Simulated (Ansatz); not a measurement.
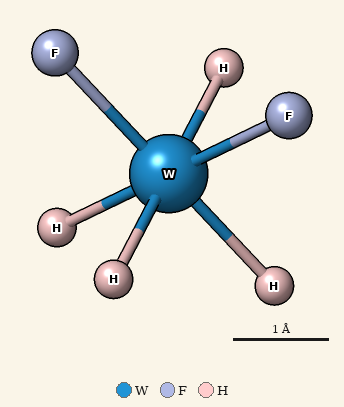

*The starting structure (ball-and-stick view, seen at a tilt). Sticks mark near contacts.*

## WH$_{4}$F$_{2}$: geometry relaxation

The run: geometry relaxation of WH$_{4}$F$_{2}$. Method and program: RKS BLYP-D4/def2-SVP (Ansatz 0.2.0).

It belongs to a series of runs on one base structure; here: start relaxed.

Input file:
```yaml
crystal:
  periodic: [false, false, false]
  atoms:
    - { symbol: W, position_ang: [0.0, 0.0, 0.0] }
    - { symbol: F, position_ang: [0.0, 0.0, 1.85] }
    - { symbol: H, position_ang: [1.72, 0.0, 0.0] }
    - { symbol: H, position_ang: [0.0, 1.72, 0.0] }
    - { symbol: F, position_ang: [-1.85, 0.0, 0.0] }
    - { symbol: H, position_ang: [0.0, -1.72, 0.0] }
    - { symbol: H, position_ang: [0.0, 0.0, -1.72] }
basis:
  gaussian: { orbitals: def2-SVP }
hamiltonian:
  xc: blyp
  dispersion: d4
relax:
  f_tol: 0.02
  max_steps: 40
output:
  orbitals: {}
```

Command:
```bash
ansatz run input.yaml --threads 2 --pin off --max-ram 3072MiB --backend cpu --events-out ev --progress --plain --runs-dir out
```

Output:
```
The last accepted step is kept in [file] (removed where the run ends without a failure and the disk answers)
Engine: ansatz 0.2.0, x86_64-unknown-linux-gnu
Functional definition: BLYP
  parameter beta = 0.0042
  parameter a = 0.04918
  parameter b = 0.132
  parameter c = 0.2533
  parameter d = 0.349
  exchange = b88_x(beta = beta)
  correlation = lyp_c(a = a, b = b, c = c, d = d)
835 factors; their error is unknown
mean field evaluation 1: about -7310.4029 eV, gradient 5.2e1 eV
mean field evaluation 2: about -7183.8275 eV, gradient 2.5e2 eV
mean field evaluation 4: about -7315.0589 eV, gradient 2.1e1 eV
mean field evaluation 8: about -7316.2154 eV, gradient 1.2e-1 eV
mean field evaluation 16: about -7316.1540 eV, gradient 1.8e-3 eV
mean field evaluation 32: about -7309.0999 eV, gradient 1.6e-1 eV
mean field evaluation 64: about -7310.8975 eV, gradient 3.2e0 eV
mean field evaluation 96: about -7310.0320 eV, gradient 1.1e1 eV
mean field -7316.15402085 eV, -268.8637011990 hartree, gradient 4.8e-6 eV, S^2 0.000000; 10 other end points of the search recorded, 0 dependent functions left out
the calculation of the forces begins
reference -7316.15441300 eV, -268.8637156103 hartree; 18, 18 occupied and 62, 62 virtual orbitals, 835 factors
relax step   1: F+E_penalty+E_count = -7316.40367540 eV  Δ(F+E_penalty+E_count) = +0.000e0 eV  max|allowed force component| = 2.983e0 eV/Å  Δτ_max = 0.0000 Å  (334 SCF iters, accepted)
these checks for a lower state are left out or cut short: starts, cluster_reference, orbital_swaps, neighbouring_geometries, increment
835 factors; their error is unknown
mean field -7317.60489099 eV, -268.9170196931 hartree, gradient 1.5e-5 eV, S^2 0.000000; 0 other end points of the search recorded, 0 dependent functions left out
the calculation of the forces begins
reference -7317.60529326 eV, -268.9170344763 hartree; 18, 18 occupied and 62, 62 virtual orbitals, 835 factors
relax step   2: F+E_penalty+E_count = -7317.84695581 eV  Δ(F+E_penalty+E_count) = -1.443e0 eV  max|allowed force component| = 1.116e0 eV/Å  Δτ_max = 0.1949 Å  (44 SCF iters, accepted)
these checks for a lower state are left out or cut short: starts, cluster_reference, orbital_swaps, neighbouring_geometries, increment
835 factors; their error is unknown
mean field evaluation 128: about -7318.6536 eV, gradient 1.6e-5 eV
mean field -7318.65356273 eV, -268.9555576687 hartree, gradient 1.6e-5 eV, S^2 0.000000; 0 other end points of the search recorded, 0 dependent functions left out
the calculation of the forces begins
reference -7318.65396057 eV, -268.9555722892 hartree; 18, 18 occupied and 62, 62 virtual orbitals, 835 factors
relax step   3: F+E_penalty+E_count = -7318.89144481 eV  Δ(F+E_penalty+E_count) = -1.044e0 eV  max|allowed force component| = 1.854e0 eV/Å  Δτ_max = 0.1950 Å  (37 SCF iters, accepted)
these checks for a lower state are left out or cut short: starts, cluster_reference, orbital_swaps, neighbouring_geometries, increment
835 factors; their error is unknown
mean field -7319.38888462 eV, -268.9825802499 hartree, gradient 1.1e-5 eV, S^2 0.000000; 0 other end points of the search recorded, 0 dependent functions left out
the calculation of the forces begins
reference -7319.38926757 eV, -268.9825943231 hartree; 18, 18 occupied and 62, 62 virtual orbitals, 835 factors
relax step   4: F+E_penalty+E_count = -7319.62605670 eV  Δ(F+E_penalty+E_count) = -7.346e-1 eV  max|allowed force component| = 1.537e0 eV/Å  Δτ_max = 0.1962 Å  (39 SCF iters, accepted)
these checks for a lower state are left out or cut short: starts, cluster_reference, orbital_swaps, neighbouring_geometries, increment
835 factors; their error is unknown
mean field -7319.67912502 eV, -268.9932463879 hartree, gradient 6.5e-6 eV, S^2 0.000000; 0 other end points of the search recorded, 0 dependent functions left out
the calculation of the forces begins
reference -7319.67950113 eV, -268.9932602097 hartree; 18, 18 occupied and 62, 62 virtual orbitals, 835 factors
relax step   5: F+E_penalty+E_count = -7319.92026103 eV  Δ(F+E_penalty+E_count) = -2.942e-1 eV  max|allowed force component| = 6.161e-1 eV/Å  Δτ_max = 0.1129 Å  (39 SCF iters, accepted)
these checks for a lower state are left out or cut short: starts, cluster_reference, orbital_swaps, neighbouring_geometries, increment
835 factors; their error is unknown
mean field -7319.67219883 eV, -268.9929918550 hartree, gradient 8.1e-6 eV, S^2 0.000000; 0 other end points of the search recorded, 0 dependent functions left out
the calculation of the forces begins
reference -7319.67257208 eV, -268.9930055718 hartree; 18, 18 occupied and 62, 62 virtual orbitals, 835 factors
relax step   6: F+E_penalty+E_count = -7319.91752750 eV  Δ(F+E_penalty+E_count) = +2.734e-3 eV  max|allowed force component| = 1.421e0 eV/Å  Δτ_max = 0.0933 Å  (39 SCF iters, rejected (line search))
these checks for a lower state are left out or cut short: starts, cluster_reference, orbital_swaps, neighbouring_geometries, increment
835 factors; their error is unknown
mean field evaluation 160: about -7319.7435 eV, gradient 9.5e-4 eV
mean field -7319.74353700 eV, -268.9956134842 hartree, gradient 1.2e-5 eV, S^2 0.000000; 0 other end points of the search recorded, 0 dependent functions left out
the calculation of the forces begins
reference -7319.74391156 eV, -268.9956272491 hartree; 18, 18 occupied and 62, 62 virtual orbitals, 835 factors
relax step   7: F+E_penalty+E_count = -7319.98731102 eV  Δ(F+E_penalty+E_count) = -6.705e-2 eV  max|allowed force component| = 1.125e-1 eV/Å  Δτ_max = 0.0457 Å  (33 SCF iters, accepted)
these checks for a lower state are left out or cut short: starts, cluster_reference, orbital_swaps, neighbouring_geometries, increment
835 factors; their error is unknown
mean field -7319.74826170 eV, -268.9957871138 hartree, gradient 5.2e-6 eV, S^2 0.000000; 0 other end points of the search recorded, 0 dependent functions left out
the calculation of the forces begins
reference -7319.74863599 eV, -268.9958008688 hartree; 18, 18 occupied and 62, 62 virtual orbitals, 835 factors
relax step   8: F+E_penalty+E_count = -7319.99207385 eV  Δ(F+E_penalty+E_count) = -4.763e-3 eV  max|allowed force component| = 1.335e-1 eV/Å  Δτ_max = 0.0476 Å  (33 SCF iters, accepted)
these checks for a lower state are left out or cut short: starts, cluster_reference, orbital_swaps, neighbouring_geometries, increment
835 factors; their error is unknown
mean field -7319.75082815 eV, -268.9958814292 hartree, gradient 7.6e-6 eV, S^2 0.000000; 0 other end points of the search recorded, 0 dependent functions left out
the calculation of the forces begins
reference -7319.75120261 eV, -268.9958951902 hartree; 18, 18 occupied and 62, 62 virtual orbitals, 835 factors
relax step   9: F+E_penalty+E_count = -7319.99470387 eV  Δ(F+E_penalty+E_count) = -2.630e-3 eV  max|allowed force component| = 1.248e-2 eV/Å  Δτ_max = 0.0159 Å  (35 SCF iters, accepted)
835 factors; their error is unknown
mean field evaluation 192: about -7319.7508 eV, gradient 1.5e-1 eV
```

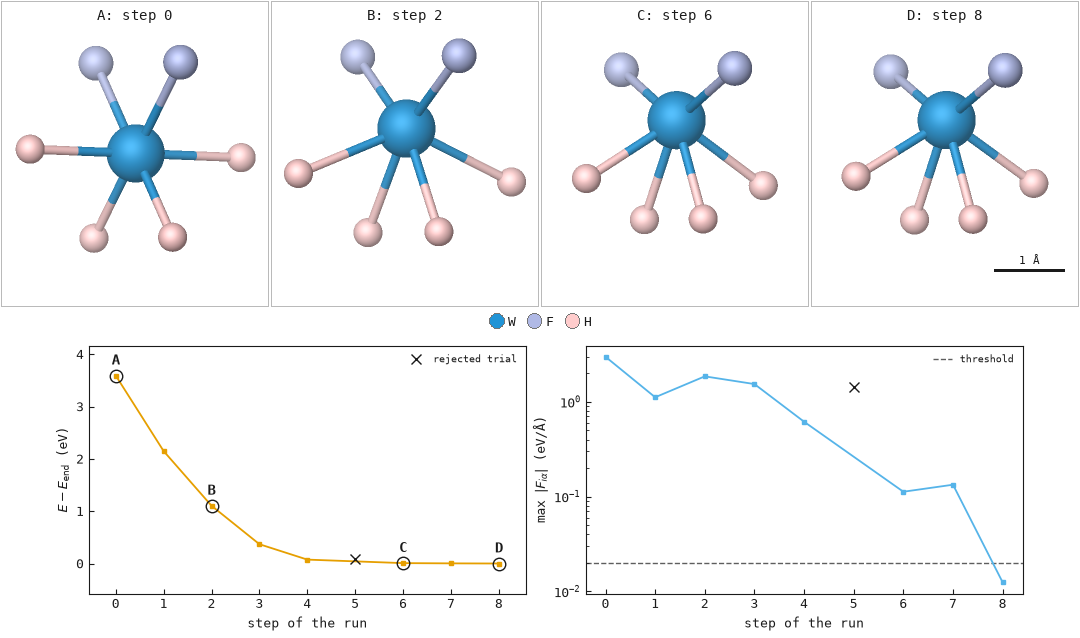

*Frames of the relaxation (ball-and-stick view, seen at a tilt) above the curves, on which the letters mark them (the first geometry is step 0 here and step 1 in the log).*

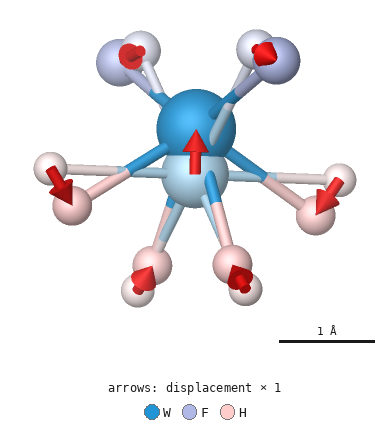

*Start (faint) and end (solid) with the displacements as red arrows, at true length (ball-and-stick view, seen at a tilt). The two geometries are laid on each other by the best rigid fit.*

The energy falls by 3.591 eV in 8 geometry steps. The largest force component goes from 3 to 0.012 eV/Å. The line search rejected the trial step at point 5 (counted from 0) and went back. W1 moves most after the best rigid fit: 0.48 Å. By element the largest moves are W 0.48 Å, F 0.47 Å, H 0.47 Å. Among the contacts that change: W1–F2 1.850 → 1.903 Å, W1–H4 1.720 → 1.686 Å, W1–H3 1.720 → 1.697 Å. Among the angles that change: H4–W1–H6 180.0° → 118.5°, F2–W1–F5 90.0° → 136.4°, F2–W1–H7 180.0° → 144.0°. (Atoms are counted from 1 in the order of the input.)

```
mean field -7319.75082815 eV, -268.9958814292 hartree, gradient 1.4e-5 eV, S^2 0.000000; 1 other end points of the search recorded, 0 dependent functions left out
the calculation of the forces begins
reference -7319.75120261 eV, -268.9958951902 hartree; 18, 18 occupied and 62, 62 virtual orbitals, 835 factors
Total energy: -7319.99507833 eV, -269.0048574577 hartree
Atom 0 at    -0.340213    -0.000000     0.340213 Å, force    -0.011860    -0.000000     0.011860 eV/Å
Atom 1 at     0.409207     0.000000     2.089114 Å, force    -0.006727     0.000000    -0.005753 eV/Å
Atom 2 at     1.314501    -0.000000    -0.036449 Å, force     0.003373    -0.000000    -0.012477 eV/Å
Atom 3 at     0.269585     1.448922    -0.269585 Å, force    -0.001509    -0.004919     0.001509 eV/Å
Atom 4 at    -2.089114     0.000000    -0.409207 Å, force     0.005753     0.000000     0.006727 eV/Å
Atom 5 at     0.269585    -1.448922    -0.269585 Å, force    -0.001509     0.004919     0.001509 eV/Å
Atom 6 at     0.036449     0.000000    -1.314501 Å, force     0.012477    -0.000000    -0.003373 eV/Å
Dipole moment:    -0.236646    -0.000000     0.236646 e Å
```

Trajectory as extended XYZ (Å, eV, eV/Å), 9 frames, from step=1 to step=9:
```
7
Properties=species:S:1:pos:R:3:forces:R:3 step=1 energy=-7316.40367
W     0.0000    0.0000    0.0000   -2.9826   0.0000   2.9826
F     0.0000    0.0000    1.8500    0.4761   0.0000   1.3043
H     1.7200    0.0000    0.0000    0.6533   0.0000  -0.2010
H     0.0000    1.7200    0.0000    1.4782   1.7205  -1.4782
F    -1.8500    0.0000    0.0000   -1.3043   0.0000  -0.4761
H     0.0000   -1.7200    0.0000    1.4782  -1.7205  -1.4782
H     0.0000    0.0000   -1.7200    0.2010   0.0000  -0.6533
7
Properties=species:S:1:pos:R:3:forces:R:3 step=2 energy=-7317.84696
W    -0.1181    0.0000    0.1181   -0.8689   0.0000   0.8689
F     0.0083    0.0000    1.9691    0.8523   0.0000   0.9888
H     1.7014    0.0000   -0.0049   -0.8435   0.0000  -0.2389
H     0.1213    1.8126   -0.1213    0.8050  -1.1156  -0.8050
F    -1.9691    0.0000   -0.0083   -0.9888   0.0000  -0.8523
H     0.1213   -1.8126   -0.1213    0.8050   1.1156  -0.8050
H     0.0049    0.0000   -1.7014    0.2389   0.0000   0.8435
7
Properties=species:S:1:pos:R:3:forces:R:3 step=3 energy=-7318.89145
W    -0.2536    0.0000    0.2536    0.9653   0.0000  -0.9653
F     0.1185    0.0000    2.0977    0.7052   0.0000   0.0329
H     1.5782    0.0000   -0.0280   -1.3260   0.0000   0.0179
H     0.2483    1.7368   -0.2483   -0.1468  -1.8542   0.1468
F    -2.0977    0.0000   -0.1185   -0.0329   0.0000  -0.7052
H     0.2483   -1.7368   -0.2483   -0.1468   1.8542   0.1468
H     0.0280    0.0000   -1.5782   -0.0179   0.0000   1.3260
7
Properties=species:S:1:pos:R:3:forces:R:3 step=4 energy=-7319.62606
W    -0.3405    0.0000    0.3405    1.5374   0.0000  -1.5374
F     0.3077    0.0000    2.1496   -0.0670   0.0000  -0.7763
H     1.4047    0.0000   -0.0178   -0.9342   0.0000   0.1181
H     0.3150    1.5693   -0.3150   -0.5972  -1.3789   0.5972
F    -2.1496    0.0000   -0.3077    0.7763   0.0000   0.0670
H     0.3150   -1.5693   -0.3150   -0.5972   1.3789   0.5972
H     0.0178    0.0000   -1.4047   -0.1181   0.0000   0.9342
7
Properties=species:S:1:pos:R:3:forces:R:3 step=5 energy=-7319.92026
W    -0.3458    0.0000    0.3458    0.4167   0.0000  -0.4167
F     0.3577    0.0000    2.1356   -0.1039   0.0000  -0.6161
H     1.3196    0.0000   -0.0292   -0.1030   0.0000   0.0198
H     0.3224    1.4569   -0.3224   -0.4030  -0.5203   0.4030
F    -2.1356    0.0000   -0.3577    0.6161   0.0000   0.1039
H     0.3224   -1.4569   -0.3224   -0.4030   0.5203   0.4030
H     0.0292    0.0000   -1.3196   -0.0198   0.0000   0.1030
7
Properties=species:S:1:pos:R:3:forces:R:3 step=6 energy=-7319.91753 accepted=F
W    -0.3505    0.0000    0.3505    1.1433   0.0000  -1.1433
F     0.3949    0.0000    2.0501    0.5415   0.0000   1.4210
H     1.3005    0.0000   -0.0451    0.0672   0.0000   0.1025
H     0.2650    1.4680   -0.2650   -0.1142  -0.2475   0.1142
F    -2.0501    0.0000   -0.3949   -1.4210   0.0000  -0.5415
H     0.2650   -1.4680   -0.2650   -0.1142   0.2475   0.1142
H     0.0451    0.0000   -1.3005   -0.1025   0.0000  -0.0672
7
Properties=species:S:1:pos:R:3:forces:R:3 step=7 energy=-7319.98731
W    -0.3387    0.0000    0.3387   -0.0189   0.0000   0.0189
F     0.3795    0.0000    2.0994    0.0785   0.0000  -0.0187
H     1.3143    0.0000   -0.0301    0.0902   0.0000  -0.0565
H     0.2921    1.4413   -0.2921   -0.1125  -0.0839   0.1125
F    -2.0994    0.0000   -0.3795    0.0187   0.0000  -0.0785
H     0.2921   -1.4413   -0.2921   -0.1125   0.0839   0.1125
H     0.0301    0.0000   -1.3143    0.0565   0.0000  -0.0902
7
Properties=species:S:1:pos:R:3:forces:R:3 step=8 energy=-7319.99207
W    -0.3440    0.0000    0.3440    0.1335   0.0000  -0.1335
F     0.4237    0.0000    2.0845   -0.0331   0.0000   0.0427
H     1.3049    0.0000   -0.0491    0.0152   0.0000   0.0698
H     0.2604    1.4576   -0.2604   -0.0015  -0.0624   0.0015
F    -2.0845    0.0000   -0.4237   -0.0427   0.0000   0.0331
H     0.2604   -1.4576   -0.2604   -0.0015   0.0624   0.0015
H     0.0491    0.0000   -1.3049   -0.0698   0.0000  -0.0152
7
Properties=species:S:1:pos:R:3:forces:R:3 step=9 energy=-7319.99470
W    -0.3402    0.0000    0.3402   -0.0119   0.0000   0.0119
F     0.4092    0.0000    2.0891   -0.0067   0.0000  -0.0058
H     1.3145    0.0000   -0.0364    0.0034   0.0000  -0.0125
H     0.2696    1.4489   -0.2696   -0.0015  -0.0049   0.0015
F    -2.0891    0.0000   -0.4092    0.0058   0.0000   0.0067
H     0.2696   -1.4489   -0.2696   -0.0015   0.0049   0.0015
H     0.0364    0.0000   -1.3145    0.0125   0.0000  -0.0034
```

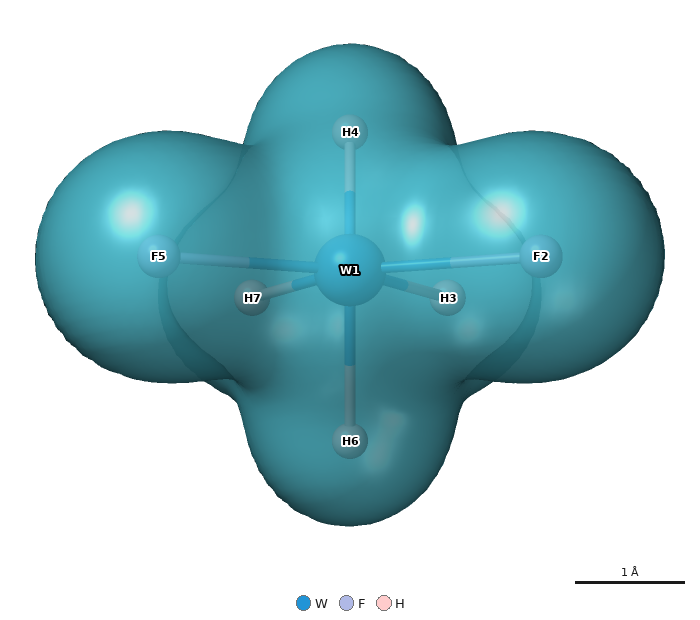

*Isosurface of the electron density at 0.1 e/Å³ (cyan), seen from the side.*

At this value the surface is in one piece. On the grid the lowest density along these lines, outside the cores, is 0.93 e/Å³ (W–F, 1.90 Å) and 0.95 e/Å³ (W–H, 1.69 Å).

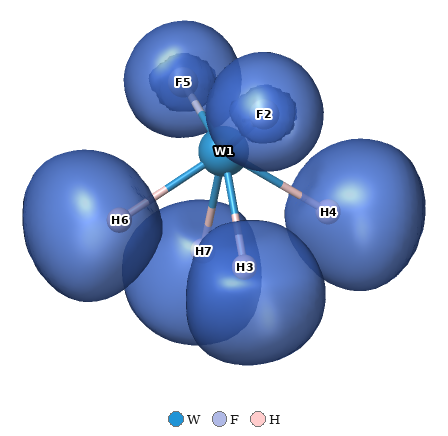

*Isosurface of the ELF at 0.75 (blue), seen at an oblique angle. Core shells and regions of very low density are left out.*

Along the contacts the grid gives the following. W–F (1.90 Å): the ELF peaks at about 0.85 in the valence shell of F, 0.5 Å from its nucleus, and drops to about 0.20 between the two atoms. W–H (1.69 Å): the ELF climbs to about 1 towards the hydrogen, as it does in any bond to H.

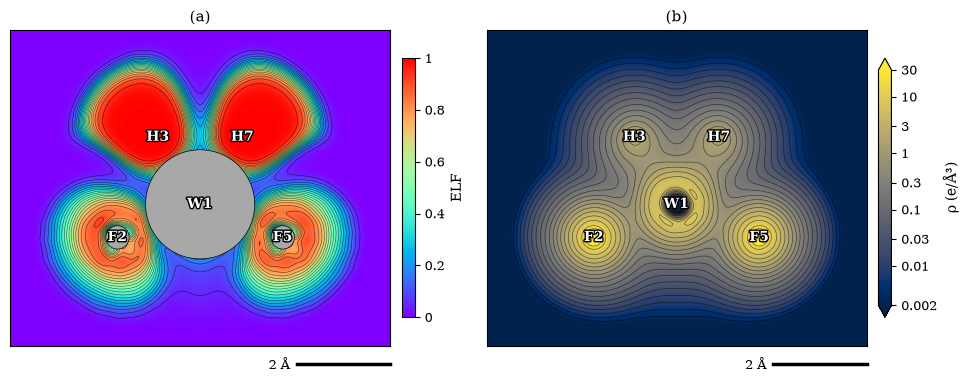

*(a) ELF; (b) total electron density on the plane of atoms F2, W1 and F5. Grey discs, where drawn, cover atomic cores.*

W–F (1.90 Å): ρ is about 1 e/Å³ halfway; the ELF peaks at about 0.85 in the valence shell of F, 0.5 Å from its nucleus, and drops to about 0.20 between the two atoms.

Summary:

```csv
quantity,value
outcome,converged
total energy,−7319.9951 eV
mean-field energy,−7319.7512 eV
largest force (length of the vector) at the end,0.017 eV/Å
hardware,"2 threads of AMD EPYC (Zen 5), 32 GiB of memory available, shared host"
wall time,6.8 s (CPU time 13 s)
peak memory,0.17 GiB
```
